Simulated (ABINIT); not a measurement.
# AlN (F-43m): a self-consistent loop beyond G0W0, cycle by cycle, part 3 of 3

Wanted: G0W0 and self-consistent gaps of AlN (F-43m), with the cost of the cycles.

ABINIT 10.8.3; PBE and many-body steps on it, plane waves. Known limits of the many-body steps: not at the basis limit.

So far. Step 9 (evGW, cycle 1): Against G0W0 in ABINIT (6×6×6 mesh, 29 bands, screening to 130.6 eV, Godby-Needs plasmon pole), the gap moves by +0.554 eV. Step 12 (evGW, cycle 2): Against the cycle before, the gap moves by +0.066 eV.

### 14. Screening, 6×6×6 mesh, 29 bands, screening to 130.6 eV

This step: RPA screening on PBE from quasiparticle energies, plane waves, norm-conserving pseudopotentials.

Contents of run.abi:

```
acell 3*1.0 Angstrom
rprim 
  -0.000000000000 2.183993559600 2.183993559600
  2.183993559600 -0.000000000000 2.183993559600
  2.183993559600 2.183993559600 -0.000000000000
ntypat 2
znucl 13 7
natom 2
typat 1 2
xred 
  0.000000000000 0.000000000000 0.000000000000
  0.750000000000 0.750000000000 0.750000000000
pp_dirpath "pseudos"
pseudos "Al.upf, N.upf"
ecut 36
ngkpt 6 6 6
nshiftk 1
shiftk 0 0 0
kptopt 1
chksymbreak 0
istwfk *1
occopt 1
irdwfk 1
optdriver 3
nband 29
ecuteps 4.8
inclvkb 2
awtr 1
symchi 1
irdqps 1
gwcalctyp 10
nqptdm 15
qptdm 
  0.1666666667 0.0000000000 0.0000000000
  0.3333333333 0.0000000000 0.0000000000
  0.5000000000 0.0000000000 0.0000000000
  0.1666666667 0.1666666667 0.0000000000
  0.3333333333 0.1666666667 0.0000000000
  0.5000000000 0.1666666667 0.0000000000
  -0.3333333333 0.1666666667 0.0000000000
  -0.1666666667 0.1666666667 0.0000000000
  0.3333333333 0.3333333333 0.0000000000
  0.5000000000 0.3333333333 0.0000000000
  -0.3333333333 0.3333333333 0.0000000000
  0.5000000000 0.5000000000 0.0000000000
  0.5000000000 0.3333333333 0.1666666667
  -0.3333333333 0.3333333333 0.1666666667
  -0.3333333333 0.5000000000 0.1666666667
indata_prefix "in"
outdata_prefix "out"
tmpdata_prefix "tmp"
```

Contents of mrgscr.stdin:

```
2
merged
q0_SCR
out_SCR
1
```

On the command line:

```sh
OMP_NUM_THREADS=1 mpirun -n 4 abinit run.abi > log; mrgscr < mrgscr.stdin
```

Numbers of over 12 decimals in the logs are rounded to 6 here.

Output:

```text
.Version 10.8.3 of ABINIT. v10.8.2 released Aug 2026.

 Symmetries : space group F-4 3 m (#216); Bravais cF (face-center cubic)
[... echo of the input left out ...]
== DATASET  1 ==================================================================
-   mpi_nproc: 4, omp_nthreads: 1 (-1 if OMP is not activated)

--- !DatasetInfo
iteration_state: {dtset: 1, }
dimensions: {natom: 2, nkpt: 16, mband: 29, nsppol: 1, nspinor: 1, nspden: 1, mpw: 1464, }
cutoff_energies: {ecut:  36.0, pawecutdg:  -1.0, }
[...]
q-point number  1        q = ( 0.166667, 0.000000, 0.000000) [r.l.u.]
--------------------------------------------------------------------------------
[... chi0 elements left out ...]
  Average fulfillment of the sum rule on Im[epsilon] for q-point    2 :     96.84  [%]

--------------------------------------------------------------------------------
  q-point number  2        q = ( 0.333333, 0.000000, 0.000000) [r.l.u.]
--------------------------------------------------------------------------------
[... chi0 elements left out ...]
  Average fulfillment of the sum rule on Im[epsilon] for q-point    3 :     84.24  [%]

 [... 13 further q-points ...]
```

Elapsed: 19 s, on 4 MPI ranks of Arm Neoverse N1, shared host; peak memory 0.43 GiB; 75 s of CPU time.

Numbers from this step:

- plasma frequency: 23.01 eV
- plane waves in the screening matrix: 65

This screening reads the quasiparticle levels of the cycle before.

### 15. evGW, cycle 3

This step: evGW on PBE, plane waves, norm-conserving pseudopotentials.

Changes to run.abi since step 14:

```diff
@@ -23,12 +23,10 @@
 irdwfk 1
-optdriver 3
+optdriver 4
 nband 29
-ecuteps 4.8
-inclvkb 2
-awtr 1
-symchi 1
-irdqps 1
 gwcalctyp 10
-nqptdm 15
-qptdm 
+ecutsigx 36
+symsigma 1
+nkptgw 16
+kptgw 
+  0.0000000000 0.0000000000 0.0000000000
   0.1666666667 0.0000000000 0.0000000000
@@ -48,2 +46,23 @@
   -0.3333333333 0.5000000000 0.1666666667
+bdgw 
+  1 13
+  1 13
+  1 13
+  1 13
+  1 13
+  1 13
+  1 13
+  1 13
+  1 13
+  1 13
+  1 13
+  1 13
+  1 13
+  1 13
+  1 13
+  1 13
+ecuteps 4.8
+irdscr 1
+ppmodel 1
+irdqps 1
 indata_prefix "in"
```

On the command line:

```sh
OMP_NUM_THREADS=1 mpirun -n 4 abinit run.abi > log
```

Output:

```text
.Version 10.8.3 of ABINIT. v10.8.2 released Aug 2026.

 Symmetries : space group F-4 3 m (#216); Bravais cF (face-center cubic)
[... echo of the input left out ...]
== DATASET  1 ==================================================================
-   mpi_nproc: 4, omp_nthreads: 1 (-1 if OMP is not activated)

--- !DatasetInfo
iteration_state: {dtset: 1, }
dimensions: {natom: 2, nkpt: 16, mband: 29, nsppol: 1, nspinor: 1, nspden: 1, mpw: 1464, }
cutoff_energies: {ecut:  36.0, pawecutdg:  -1.0, }
[...]
.  kptgw no:  3; Maximum DeltaE = (  -0.011   0.007) for band index:  1
[...]
.  kptgw no: 15; Maximum DeltaE = (   0.028  -0.001) for band index: 13
.  kptgw no: 16; Maximum DeltaE = (   0.005  -0.021) for band index: 11

== END DATASET(S) ==============================================================
================================================================================

 -outvars: echo values of variables after computation  --------
           etotal      0.0000000000E+00
            nband          29
             nkpt          16
          spgroup         216
 [... the other variables as echoed above ...]

 Calculation completed.
```

Wall time 89 s (4 MPI ranks); peak memory 0.84 GiB; 5.9 min of CPU time.

This step gave:

| Property | Result |
| --- | --- |
| quasiparticle gap on the mesh | 4.905 eV |
| gap of the density functional on the mesh | 3.325 eV |
| k of the valence top | 0, 0, 0 |
| k of the conduction bottom | 0.5, 0.5, 0 |
| least direct quasiparticle gap on the computed points | 6.103 eV |

Against the cycle before, the gap moves by +0.009 eV.

### 16. The runs together

Times are wall times on 4 MPI ranks of Arm Neoverse N1, shared host, good to a factor of about two. A run's time includes the screening step that it read.

| run | mesh | bands | screening cutoff (eV) | DFT gap (eV) | gap on the mesh (eV) | direct (eV) | ε∞ used | time |
| --- | --- | --- | --- | --- | --- | --- | --- | --- |
| G0W0 | 6×6×6 | 29 | 130.6 | 3.325 | 4.276 | 5.441 | 4.36 | 24 s |
| evGW0, cycle 1 | 6×6×6 | 29 | 130.6 | 3.325 | 4.489 | 5.734 | 4.36 | 1.8 min |
| evGW0, cycle 2 | 6×6×6 | 29 | 130.6 | 3.325 | 4.481 | 5.672 | 4.36 | 1.8 min |
| evGW, cycle 1 | 6×6×6 | 29 | 130.6 | 3.325 | 4.830 | 6.034 | 3.81 | 1.9 min |
| evGW, cycle 2 | 6×6×6 | 29 | 130.6 | 3.325 | 4.896 | 6.093 | 3.71 | 1.8 min |
| evGW, cycle 3 | 6×6×6 | 29 | 130.6 | 3.325 | 4.905 | 6.103 | 3.69 | 1.9 min |

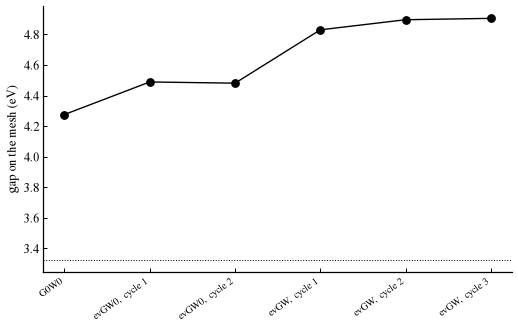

The gap through the cycles; the dotted line is the starting gap.

### 17. What came out

| Quantity | Value |
| --- | --- |
| G0W0 | 4.276 eV |
| evGW0, cycle 1 | 4.489 eV |
| evGW0, cycle 2 | 4.481 eV |
| evGW, cycle 1 | 4.830 eV |
| evGW, cycle 2 | 4.896 eV |
| evGW, cycle 3 | 4.905 eV |
| known limits | not at the basis limit |

Only the bands that the input lists are updated; the others, empty or deep, keep the functional's energies or take a rigid shift. The evGW loop starts from the last levels of evGW0, so its cycles and time come on top of those. evGW0 ends at 4.48 eV, +0.20 eV from G0W0, after 2 cycles that took 3 min beside the first screening; the last moved the gap by 0.008 eV. evGW ends at 4.91 eV, +0.63 eV from G0W0, after 3 cycles that took 5.6 min beside the first screening; the last moved the gap by 0.009 eV. Bands and cutoff are finite, so the gap is not at the basis limit. The miss can reach some tenths of an eV and take either sign; the mesh is an error of its own. In the updated screening the q = 0 part is built from Kohn-Sham bands under a rigid shift, the other q from the quasiparticle levels.

[Paths, hosts, dates, memory and timing lines, banners, echoed tables and standing remarks are left out of the program output.]

[Logs are printed without paths, hosts, clocks, repeated set-up lines and the standing remarks that a program may print on its own settings, such as how far it seeks lower states.]

[Runs of the session that timed out or met a known fault of the program may be left out.]

[Hosts, paths, dates, database ids (printed as entryN), source tags and the programs' standing remarks are cut or masked in the printed files.]

[G0W0 gaps are taken among the corrected bands and points alone; a level outside them can change the order at an edge.]

[Where Ansatz stands beside ABINIT at settings called matched, ABINIT's density can come from a denser mesh and the files from another edition; pairs whose starting gaps differed by over 0.03 eV were left out, so agreement reads better than it is.]
